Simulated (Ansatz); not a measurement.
## Electronic structure of C2H4Ga (SMILES C=[CH][GaH]) (doublet) in real space

Input

```
crystal:
  periodic: [false, false, false]
  atoms:
    - {symbol: C, position_ang: [-0.528061, 0.621606, 0.347429]}
    - {symbol: C, position_ang: [-1.266615, -0.101591, -0.506081]}
    - {symbol: Ga, position_ang: [1.361257, 0.200895, 0.735099]}
    - {symbol: H, position_ang: [2.193604, 1.098530, 1.763744]}
    - {symbol: H, position_ang: [-1.006617, 1.479146, 0.843236]}
    - {symbol: H, position_ang: [-0.855820, -0.969642, -1.036070]}
    - {symbol: H, position_ang: [-2.317227, 0.132887, -0.721037]}
basis:
  gaussian: {orbitals: def2-TZVPD}
magnetization: {spin_polarized: true, initial_magnetization: 1}
hamiltonian: {xc: pbe0}
output: {forces: true, orbitals: {seedname: orbitals}}
```

Launched as:

```sh
ansatz run input.yaml --threads 1 --pin off --max-ram 2610MiB --events-out events.jsonl --progress --plain --runs-dir runs
```

Geometry: PBE0-D3(BJ)/def2-SVP.

Theory: Ansatz, isolated molecule in a Gaussian basis; Kohn-Sham density functional theory, functional PBE0.

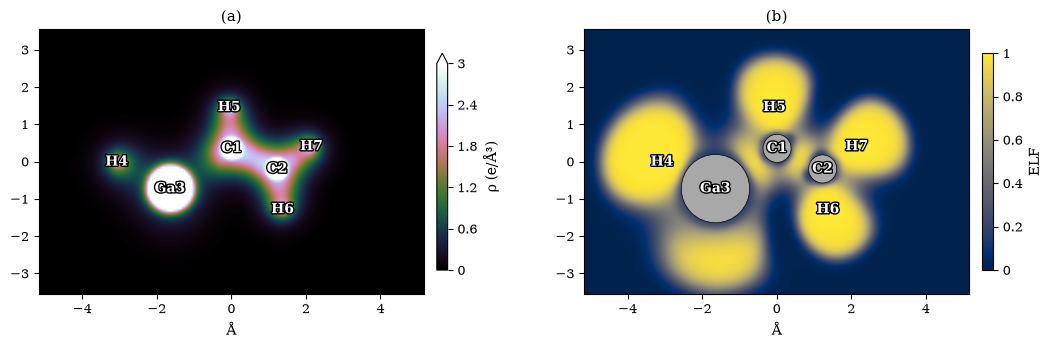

Figure 1. (a) total electron density; (b) electron localisation function on the molecular plane. Grey discs cover the atomic cores in the ELF map.

### Read the bonding off the picture.

- The plane passes through C, Ga and H nuclei.
- C–C (1.34 Å): the density is about 2.3 e/Å³ at the midpoint; the ELF peaks at about 0.90 between the atoms (a multiple bond).
- C–Ga (1.97 Å): ρ at the midpoint is about 0.77 e/Å³; the ELF peaks at about 0.95 in the valence shell of C, 0.7 Å from its nucleus, and is about 0.55 at the midpoint.
- C–H (1.10 Å): ρ at the midpoint is about 2 e/Å³; the ELF climbs to about 1 towards the hydrogen, as it does in any bond to H (a covalent bond by its length).
- Ga–H (1.60 Å): ρ at the midpoint is about 0.91 e/Å³; the ELF climbs to about 1 towards the hydrogen.

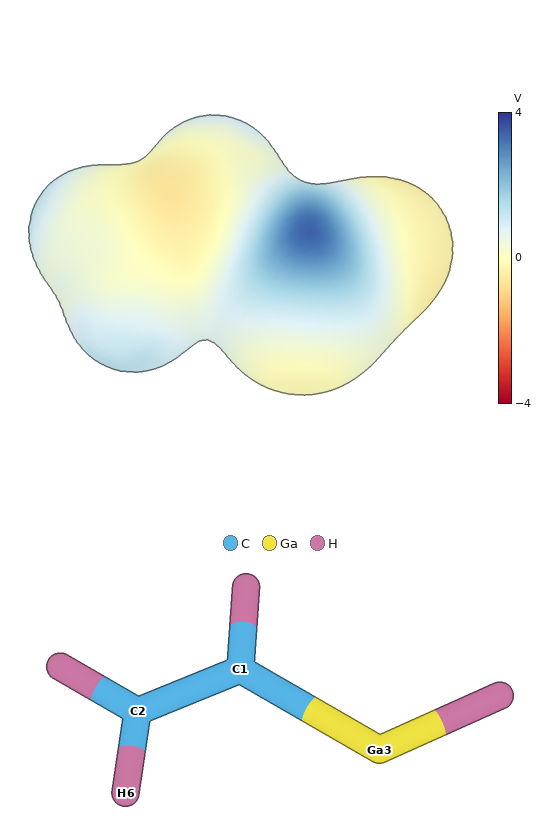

Figure 2. The molecular electrostatic potential painted on the density surface at 0.004 e/bohr³, seen at a tilt; red is negative and blue positive. The bare structure is drawn below in the same view.

### Describe the electrostatic potential map.

The most negative region (about −0.6 V, or −14 kcal/mol for a unit charge) lies over the π face of C1 and C2, the most positive (about +3.3 V, or +76 kcal/mol for a unit charge) over Ga3.

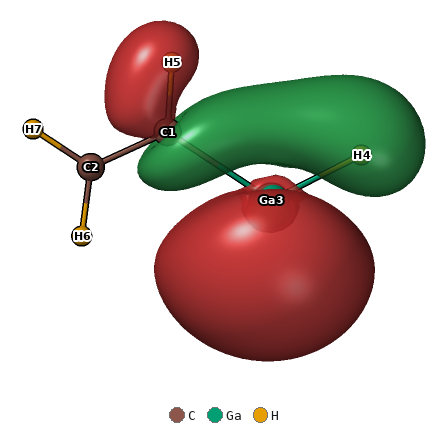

Figure 3. The HOMO (α) at ±0.08 Å⁻³ᐟ² (green and red are the two phases), seen across its widest extent.

### Describe this orbital and give its energy.

It lies mainly on Ga3 (about 75 %), H4 (about 10 %) and C1 (about 10 %); it is symmetric in the molecular plane (an in-plane orbital: σ, lone-pair or in-plane π type). Its energy is −5.39 eV.
